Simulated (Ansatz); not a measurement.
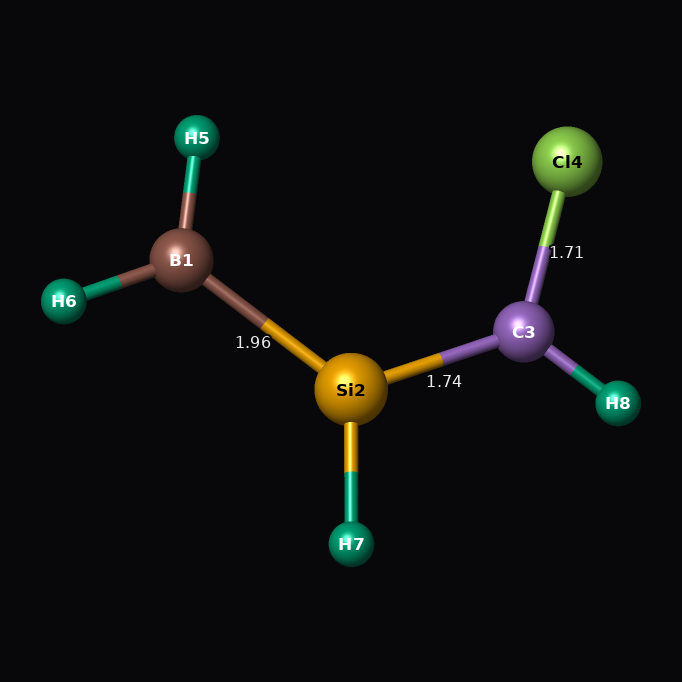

Bond lengths are marked in Å; every bond is drawn as one stick. The geometry was computed by an optimisation with PBE0-D4/def2-TZVP. No frequency run is at hand to confirm it as a minimum.

Which of the marked bonds are single, double, triple or aromatic?

Answer. B1–Si2 single; Si2–C3 double; C3–Cl4 single.

Write the SMILES.

Answer. B/[SiH]=C\Cl
